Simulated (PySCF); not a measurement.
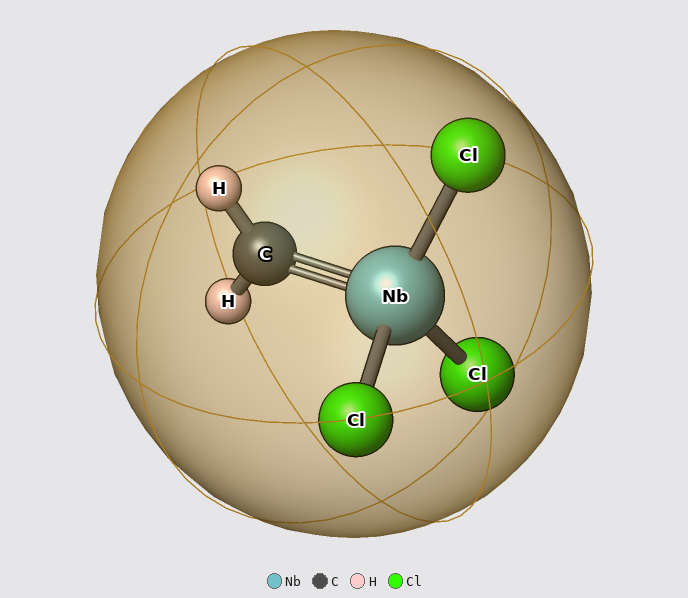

The ellipsoid shows the static dipole polarisability: its half-axes are proportional to the principal values. Charge 0, singlet. Computed geometry: PBE0-D3(BJ)/def2-SVP optimisation. No frequency run is at hand to confirm it as a minimum. Computed with CAM-B3LYP/def2-SVPD, core potentials on Nb (PySCF 2.14.0).

Give the principal values, the mean and the anisotropy.

Principal values 94.5, 98.1, 99.0 bohr³; mean 97.2 bohr³ (14.40 Å³); anisotropy 4.1 bohr³, so the longest axis is 1.05 times the shortest.
